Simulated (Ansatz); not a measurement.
C2H5Mg: several calculations on one system

**1. Relaxation**

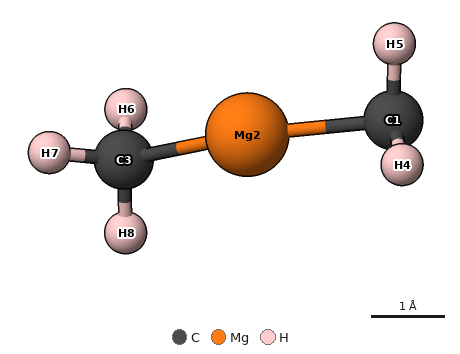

This is the input geometry for a relaxation of C₂H₅Mg (charge −1). The picture is a ball-and-stick view, seen at a tilt.

Method: Ansatz 0.2.0, RKS PBE0-D4/def2-TZVPD.

The input:
```yaml
crystal:
  periodic: [false, false, false]
  atoms:
    - {symbol: C, position_ang: [-1.656500, 1.368300, -1.067540]}
    - {symbol: Mg, position_ang: [-0.099350, 0.117160, -0.620680]}
    - {symbol: C, position_ang: [1.056170, -0.976620, 1.052830]}
    - {symbol: H, position_ang: [-2.049990, 0.841770, -1.997150]}
    - {symbol: H, position_ang: [-1.064620, 2.218480, -1.538910]}
    - {symbol: H, position_ang: [1.373230, -0.310390, 1.880340]}
    - {symbol: H, position_ang: [1.986540, -1.493090, 0.743910]}
    - {symbol: H, position_ang: [0.454510, -1.765610, 1.547200]}
basis:
  gaussian: {orbitals: def2-TZVPD}
total_charge: -1
hamiltonian: {xc: pbe0, dispersion: d4}
relax: {f_tol: 0.005, max_steps: 200}
```

Run as
```bash
ansatz run in.yaml --threads 2 --pin off --events-out ev --progress --plain --max-ram 4352MiB
```

Question: What does the optimiser find from here?

Answer: After 9 geometry steps the energy has fallen by 0.359 eV. The largest force component goes from 1.3 to 0.0018 eV/Å. The atom that moves furthest after the best rigid fit is C1 (0.36 Å). Largest moves by element: C 0.36 Å, Mg 0.29 Å, H 0.18 Å. Near-neighbour distances that change, for instance: Mg2–C3 2.309 → 2.149 Å, C1–Mg2 2.047 → 1.993 Å, C1–H4 1.139 → 1.098 Å, C3–H6 1.109 → 1.099 Å. Bond angles that change, for instance: Mg2–C1–H4 99.1° → 123.2°, C1–Mg2–C3 145.9° → 167.5°, H4–C1–H5 100.8° → 108.9°. The run took 51 s on 2 threads of Intel Xeon Platinum 8259CL @ 2.50GHz (shared host).

The structure at the end:

```xyz
8

C    -1.4065    1.2792   -1.3037
Mg   -0.0879    0.1449   -0.3299
C     1.0584   -0.9906    1.0894
H    -2.1786    0.8677   -1.9677
H    -1.2057    2.3195   -1.5932
H     1.4091   -0.3643    1.9214
H     1.9468   -1.4575    0.6457
H     0.4643   -1.7989    1.5381
```

After the run, drawn alike:

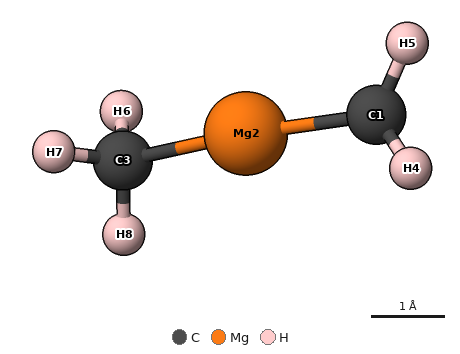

**2. A change**

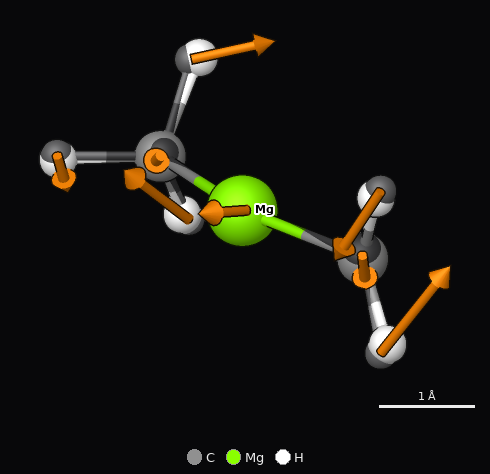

C2H5Mg (charge −1), drawn pale, and a changed version of it, drawn solid. The orange arrows show how the atoms are displaced, magnified 10 times. Style: ball-and-stick. Shown from a free direction.

Theory: Ansatz 0.2.0, RHF-CCSD(T), frozen core/def2-TZVPPD. 

Describe the change and its computed effect.

Answer. All atoms are moved at random (σ = 0.09 Å) from the PBE0-D4/def2-TZVP minimum. Energy change: +0.846 eV. The largest forces, 8.5 eV/Å, act on C and H. The forces point partly back along the displacements (cosine −0.55). At other levels of theory the same distortion costs 0.876 eV (RKS PBE-D4/def2-TZVPPD), 0.827 eV (RKS r2SCAN-D4/def2-TZVPPD), 0.838 eV (RKS PBE0-D4/def2-TZVPPD), 0.820 eV (RKS wB97M-V/def2-TZVPPD). Near-neighbour distances before and after: C–H 1.098 → 0.937 to 1.146 Å, C–Mg 2.149 → 2.219 Å, C–Mg 1.993 → 1.957 Å. Among the angles between lasting bonds that change: Mg–C–H 123.2° → 133.8°, H–C–H 108.9° → 98.6°.

**3. A change**

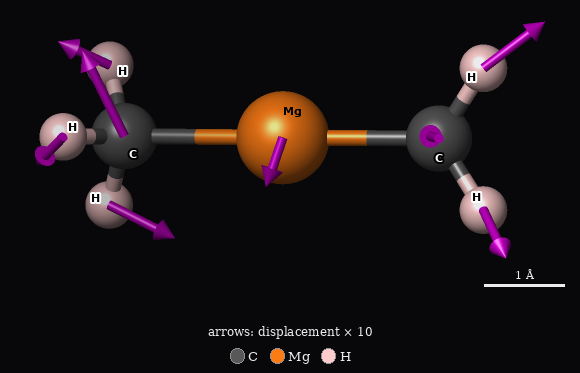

C2H5Mg (charge −1). The purple arrows show how the atoms are displaced, magnified 10 times. A ball-and-stick model, seen at a tilt.

These are results of RKS PBE0-D4/def2-TZVPPD (Ansatz), not measurements. 

Question: Describe the change and its computed effect.

Answer: All atoms are moved at random (σ = 0.06 Å) from the PBE0-D4/def2-TZVP minimum. Energy change: +15.3 kcal/mol. The largest force is 4.5 eV/Å, on a C atom. The forces point partly back along the displacements (cosine −0.64). At other levels of theory the same distortion costs 13.8 kcal/mol (RKS PBE-D4/def2-TZVPPD), 14.9 kcal/mol (RKS r2SCAN-D4/def2-TZVPPD), 15.6 kcal/mol (RKS wB97M-V/def2-TZVPPD). Some distances before and after: C–H 1.098 → 1.037 to 1.217 Å, C–Mg 2.149 → 2.179 Å. Bond angles that change, for instance: Mg–C–H 111.7° → 98.9°, H–C–H 108.9° → 103.2°.

**4. Distortion**

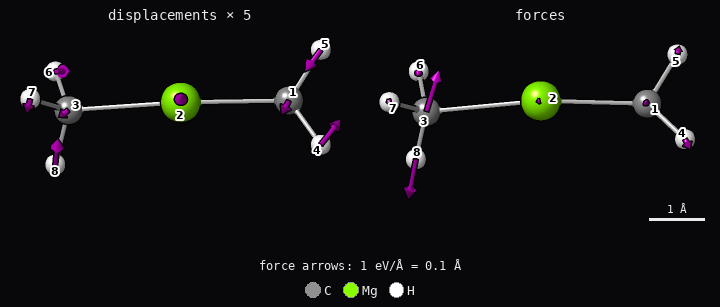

Left: C2H5Mg (charge −1), with purple arrows for the displacements applied to it. Right: the displaced structure with the computed forces. The picture is a ball-and-stick view, seen at a tilt.

Theory: RHF-CCSD(T), frozen core/def2-TZVPPD (Ansatz). 

Where do the forces point?

Answer. All atoms are moved at random (σ = 0.09 Å) from the PBE0-D4/def2-TZVP minimum. Energy change: +81.6 kJ/mol. The largest forces, 8.5 eV/Å, act on C3 and H8. The forces point partly back along the displacements (cosine −0.55). At other levels of theory the same distortion costs 84.5 kJ/mol (RKS PBE-D4/def2-TZVPPD), 79.8 kJ/mol (RKS r2SCAN-D4/def2-TZVPPD), 80.9 kJ/mol (RKS PBE0-D4/def2-TZVPPD), 79.1 kJ/mol (RKS wB97M-V/def2-TZVPPD). Some distances before and after: C3–H8 1.099 → 0.937 Å, Mg2–C3 2.149 → 2.219 Å, C1–H4 1.098 → 1.040 Å, C3–H6 1.099 → 1.146 Å. Bond angles that change, for instance: Mg2–C1–H4 123.2° → 133.8°, H4–C1–H5 108.9° → 98.6°.

**5. Distortion**

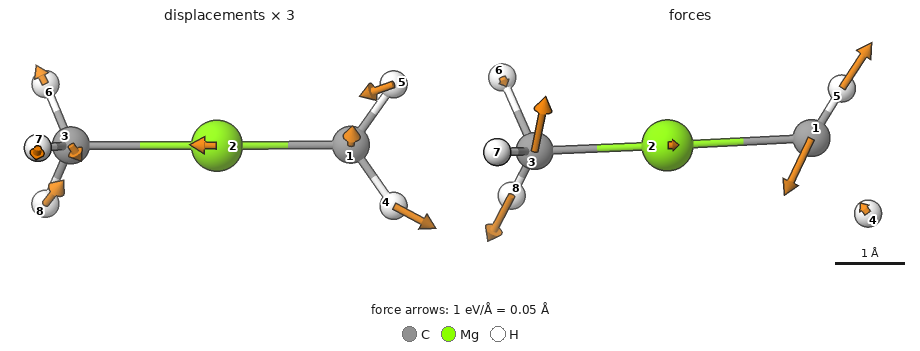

Left: C2H5Mg (charge −1), with orange arrows for the displacements applied to it. Right: the displaced structure with the computed forces. Style: ball-and-stick. Shown face on.

Computed with RKS wB97M-V/def2-TZVPPD (Ansatz 0.2.0). 

Q: Where do the forces point?

A: All atoms are moved at random (σ = 0.12 Å) from the PBE0-D4/def2-TZVP minimum. The energy rises by 111.2 kcal/mol. The largest forces, 19 eV/Å, act on C1 and C3. The forces point partly back along the displacements (cosine −0.66). At other levels of theory the same distortion costs 111.3 kcal/mol (RKS PBE-D4/def2-TZVPPD), 111.1 kcal/mol (RKS r2SCAN-D4/def2-TZVPPD), 112.4 kcal/mol (RKS PBE0-D4/def2-TZVPPD), 111.4 kcal/mol (RHF-CCSD(T), frozen core/def2-TZVPPD). Near-neighbour distances before and after: C1–H4 1.098 → 1.386 Å, C3–H8 1.099 → 0.841 Å, C1–H5 1.098 → 0.854 Å, Mg2–C3 2.149 → 1.960 Å. Among the angles between lasting bonds that change: H6–C3–H7 106.9° → 98.7°, Mg2–C3–H8 111.7° → 118.2°.
